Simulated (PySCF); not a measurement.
System: C5H10AlB.

Input file:

```
{"job": {"kind": "nmr", "xc": "PBE0", "basis": "pcSseg-1"}, "charge": 0, "multiplicity": 1}
B      1.130877     0.840057    -1.760695
C      0.502121    -0.143055    -0.798111
Al     2.256800     0.275073     0.208645
C     -0.543194     0.249564     0.229169
C     -0.644135    -0.632725     1.449122
C     -1.892019    -1.015289     1.200076
C     -2.009086    -0.206682    -0.062185
H      1.818249     0.462227    -2.642489
H      0.991645     2.004306    -1.593133
H      0.435518    -1.204955    -1.055122
H      2.180260     1.223921     1.433429
H      3.617851    -0.443527     0.035807
H     -0.468003     1.317414     0.459584
H      0.086682    -0.854328     2.212557
H     -2.596253    -1.658509     1.696830
H     -2.120260    -0.789048    -0.975327
H     -2.754050     0.587585    -0.048070
```

Launched as:

```sh
OMP_NUM_THREADS=1 python probes_run.py task.json out
```

Geometry: GFN2-xTB.

Theory: PBE0/pcSseg-1, SCF density, gas phase, non-relativistic (PySCF).

### What can the converged electron density and electron localisation function tell about the bonding?

C–C (1.33 Å): the density is about 2.3 e/Å³ at the midpoint; the ELF peaks at about 0.90 between the atoms; a short, multiple covalent bond.
C–H (1.08 Å): ρ is about 2 e/Å³ halfway; the ELF climbs to about 1 towards the hydrogen, as it does in any bond to H; a covalent bond by its length.
C–C (1.50 Å): ρ at the midpoint is about 1.7 e/Å³; the ELF peaks at about 0.95 between the atoms; localised, covalent bonding.

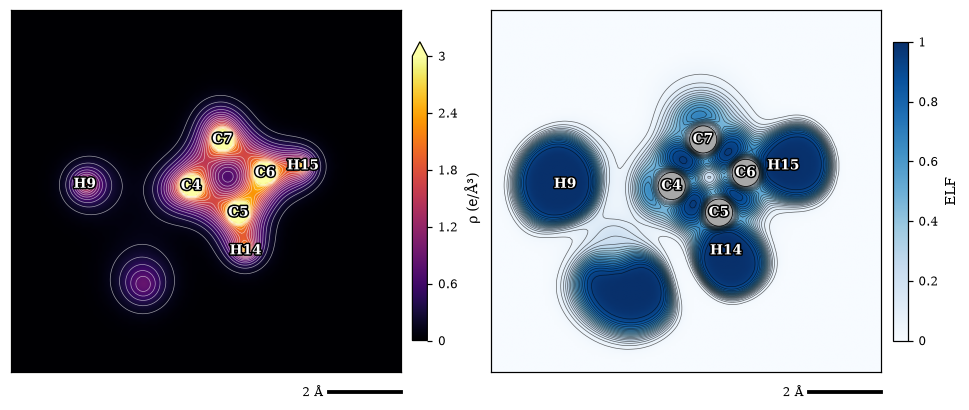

Computed electron density and electron localisation function on the plane of atoms C4, C7 and C6, in this order. Grey discs cover the atomic cores in the ELF map. 
